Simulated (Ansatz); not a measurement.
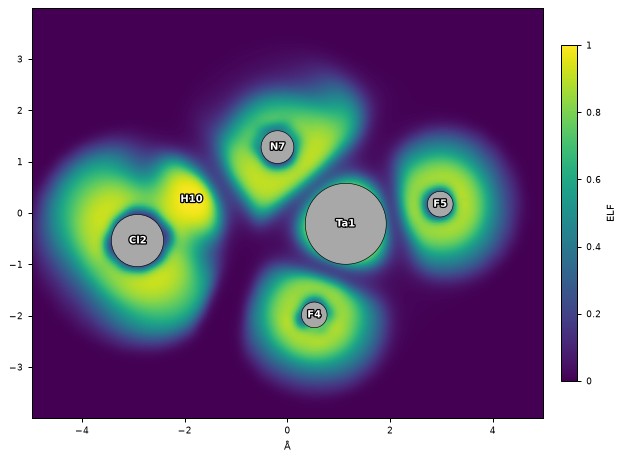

F₄H₂NTa···HCl. ELF on the plane of atoms F5, Ta1 and N7. Grey discs cover the atomic cores.

Core potentials replace the inner electrons of Ta.

All numbers below come from Ansatz, RKS PBE/def2-SVP.

```xyz
10

Ta   -0.3466   -0.1562    0.2538
Cl    3.5171   -1.3101   -0.3040
F     0.2849    0.9782    1.6385
F     0.5402    0.8043   -1.0932
F    -2.1418    0.2080    0.6756
F    -0.8321   -1.5711   -0.9144
N     0.6418   -1.5844    1.2474
H     0.5051   -2.5819    1.0460
H     1.0102   -1.4354    2.1941
H     2.3931   -1.4806    0.3712
```

Interpret the plot.

Answer. Atoms in the plane: Ta, Cl, F, N and H.
N7···H10 (1.96 Å): the ELF dips to about 0.20 between them.
Ta–F (1.88 Å): the ELF peaks at about 0.80 in the valence shell of F, 0.5 Å from its nucleus, and drops to about 0.20 between the two atoms.
Ta–N (2.00 Å): the ELF peaks at about 0.90 in the valence shell of N, 0.6 Å from its nucleus, and is about 0.35 at the midpoint.
Cl–H (1.32 Å): the ELF climbs to about 1 towards the hydrogen, as it does in any bond to H; an ordinary covalent bond to hydrogen.
The ELF also peaks beside Cl2, away from the bonds: lone-pair regions.
